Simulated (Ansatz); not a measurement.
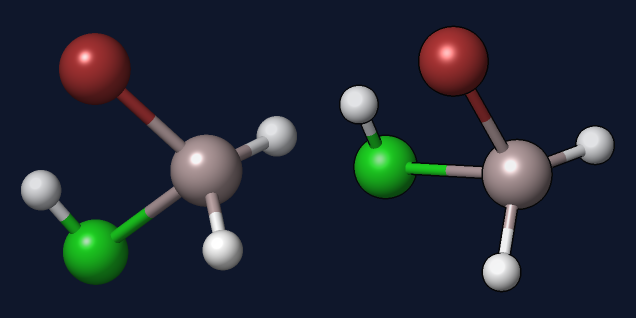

The same structure drawn twice, from different directions. Colours: aluminium light grey, chlorine green, hydrogen white, bromine brown.

Computed geometry: PBE0-D4/def2-TZVP optimisation.

> Count the atoms of each element.

AlBrClH₃, 6 atoms: 1 aluminium, 1 bromine, 1 chlorine and 3 hydrogen.

> How many sets of symmetry-equivalent atoms are there?

5: 1 Al, 1 Cl, 2 H, 1 H, 1 Br.

> Count the bonded pairs by element.

2 Al–H, 1 Al–Cl, 1 Cl–H, 1 Al–Br. Sticks follow a distance rule.

> What is the point group of this geometry?

Cs.

More results for the same structure follow; atom numbers are the same in all pictures, views and colours differ.

Shape

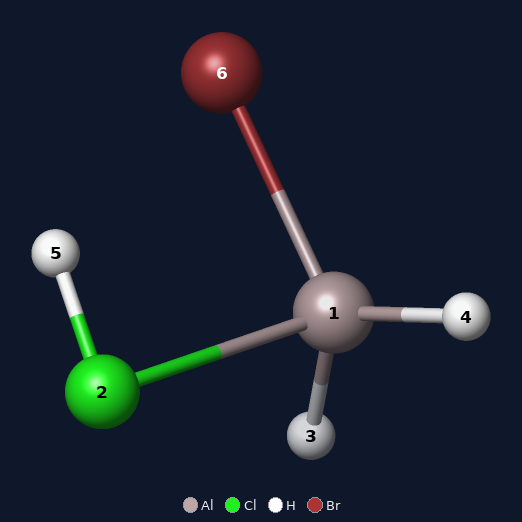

Numbered structure.

What are the angles Cl2–Al1–H3, Cl2–Al1–Br6, H3–Al1–H4, H3–Al1–Br6, Al1–Cl2–H5?

| angle | degrees |
| --- | --- |
| Cl2–Al1–H3 | 98.7 |
| Cl2–Al1–Br6 | 90.4 |
| H3–Al1–H4 | 125.2 |
| H3–Al1–Br6 | 115.7 |
| Al1–Cl2–H5 | 81.9 |

Thermal motion

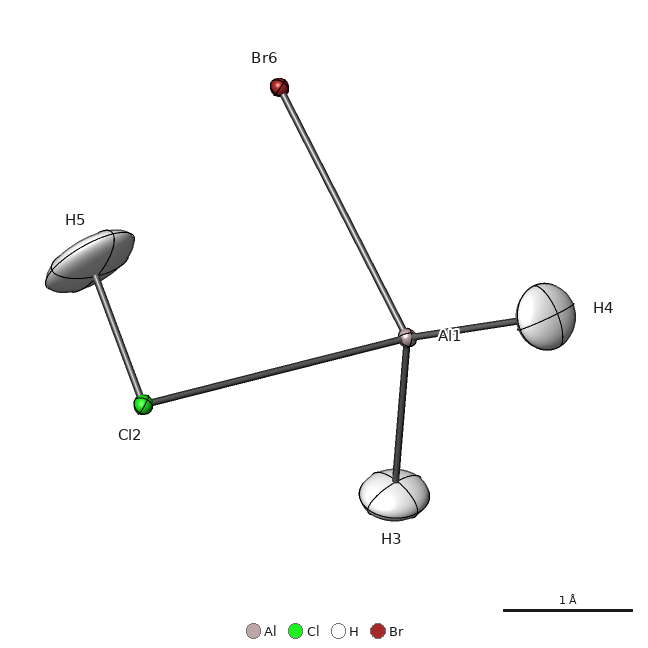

Displacement ellipsoids at the 50 % level, from the internal vibrations of the free molecule (harmonic, no overall translation or rotation; no half-axis is drawn under 0.075 Å). Vibrations computed with RKS PBE0-D4/def2-TZVP (Ansatz 0.2.0). Temperature: 0 K (zero-point motion alone).

> Which atom has the largest mean-square displacement?

H5, with U_eq = 0.0466 Å².

> Does H5 move more along its bond or across it?

Across it: the root-mean-square amplitude is 0.092 Å along the bond and up to 0.275 Å across, since bending and torsion are softer than stretching.

Give the displacement parameters, one line for each set of equivalent atoms.

| atom | U_eq (Å²) | rms amplitudes (Å) |
| --- | --- | --- |
| Al1 | 0.0014 | 0.013, 0.039, 0.049 |
| Cl2 | 0.0013 | 0.008, 0.026, 0.057 |
| H3, H4 | 0.0239 | 0.092, 0.167, 0.188 |
| H5 | 0.0466 | 0.087, 0.238, 0.275 |
| Br6 | 0.00028 | 0.003, 0.011, 0.027 |

Vibrations

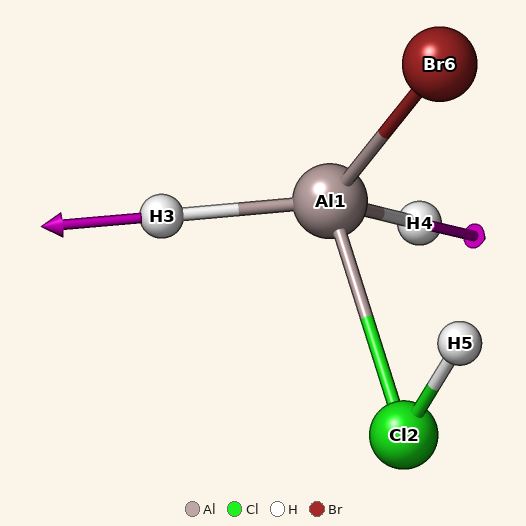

The arrows show one normal mode. Harmonic vibrations computed with RKS PBE0-D4/def2-TZVP (Ansatz 0.2.0) at a stationary point of the same level.

> Describe the motion.

Mostly in-phase stretching of 2 Al–H bonds.

> Estimate its harmonic wavenumber.

1953 cm⁻¹; it is mode 10 of 12 counted from the lowest.

Dipole moment

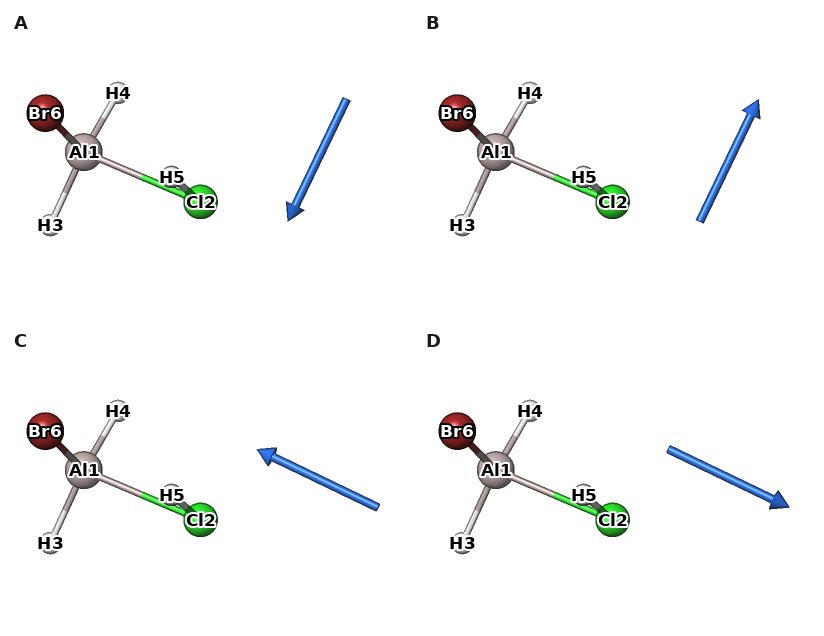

The same molecule four times, each with an arrow. Level of theory: RKS PBE0-D4/def2-TZVP (Ansatz 0.2.0).

> Which arrow points along the dipole moment, from the negative to the positive end?

D. The dipole moment is 2.17 D; it points from the side of Br6 to the side of Cl2 (the outermost atoms at the two ends).
